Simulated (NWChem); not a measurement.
**SiH3F (SMILES F[SiH3]) at MP2/cc-pVDZ (frozen virtual 8)**

What is the vertical ionisation energy of SiH3F at MP2/cc-pVDZ (frozen virtual 8)? 

The results are computed with NWChem 7.3.0.

## (1) Starting point

SiH3F has 5 atoms, charge 0, and is taken as a singlet. SMILES: `F[SiH3]`. Geometry: relaxed at PBE0-D4/def2-TZVP.

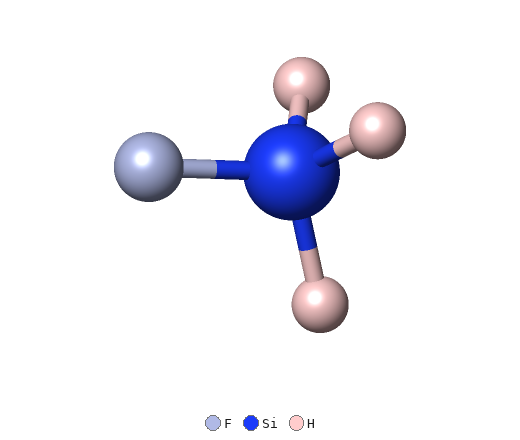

The structure, seen from a chosen angle (fluorine light blue, silicon blue, hydrogen pink).

## (2) A single-point energy at MP2/cc-pVDZ (frozen virtual 8)

Input file fh3si.xyz:

```xyz
5

F     -1.274600     0.162800     0.858000
Si     0.043300    -0.019300    -0.030700
H     -0.367800    -0.192600    -1.443700
H      0.768600    -1.217900     0.451600
H      0.880500     1.193400     0.123400
```

Input file fh3si.nw:

```
start fh3si
memory total 2200 mb

geometry noautosym nocenter noautoz
 load format xyz fh3si.xyz
end

basis spherical bse
 * library cc-pVDZ
end

scf
 thresh 1e-08
 maxiter 80
 noprint "final vectors analysis"
end

mp2
 freeze core 6 virtual 8
 tight
end

task mp2
```

Started as:

```sh
$ nwchem fh3si.nw > fh3si.out
```

What it wrote:

```text
[...]
  functions       =    47
[...]
  wavefunction    = RHF
[...]
         Total SCF energy =   -390.161743864846
      One-electron energy =   -667.484990962320
      Two-electron energy =    214.280435306866
 Nuclear repulsion energy =     63.042811790608
        Time for solution =      5.8s
[...]
          Total MP2 energy          -390.356771636647
[...]
```

It took 7.8 s on 1 thread of Intel Xeon 6975P-C (Granite Rapids), shared host; peak memory 0.1 GiB.

## (3) The doublet cation

Edit fh3si.xyz of step 2 so:

```diff
@@ -1,3 +1,3 @@
 5
-
+FH3Si
 F     -1.274600     0.162800     0.858000
```

Input file fh3si.nw:

```
start fh3si
title "FH3Si"
memory 2200 mb
charge 1
geometry units angstrom noautosym nocenter noautoz
 load fh3si.xyz
end
basis spherical bse
 * library cc-pVDZ
end
scf
 nopen 1
 uhf
 thresh 1e-08
 maxiter 80
 print low
end
mp2
 freeze core 6 virtual 8
 tight
end
task mp2 energy
```

Started as:

```sh
$ nwchem fh3si.nw > fh3si.out
```

What it wrote:

```text
[...]
  functions       =    47
[...]
  wavefunction    = UHF
[...]
         Total SCF energy =   -389.709453345647
      One electron energy =   -659.874891419219
      Two electron energy =    207.122626282964
 Nuclear repulsion energy =     63.042811790608
                       Sz =      0.5000
                 Sz(Sz+1) =      0.7500
                      S^2 =      0.7717
[...]
          Total MP2 energy          -389.893834891933
[...]
```

It took 35 s on 1 thread of Intel Xeon 6975P-C (Granite Rapids), shared host; peak memory 0.1 GiB.

## (4) Summary of results

At MP2/cc-pVDZ (frozen virtual 8), 6 core orbitals frozen:

| quantity | value |
| --- | --- |
| singlet SiH3F: total energy | -390.35677 Eh |
| singlet SiH3F: correlation energy (6 core orbitals frozen) | -195.0 mEh |
| doublet cation: total energy | -389.89383 Eh |
| doublet cation: correlation energy (6 core orbitals frozen) | -184.4 mEh |
| doublet cation: ⟨S²⟩ of the reference determinant | 0.772 |
| vertical ionisation energy (to the doublet cation) | 12.597 eV |

The vertical ionisation energy comes to 12.60 eV (290 kcal/mol).
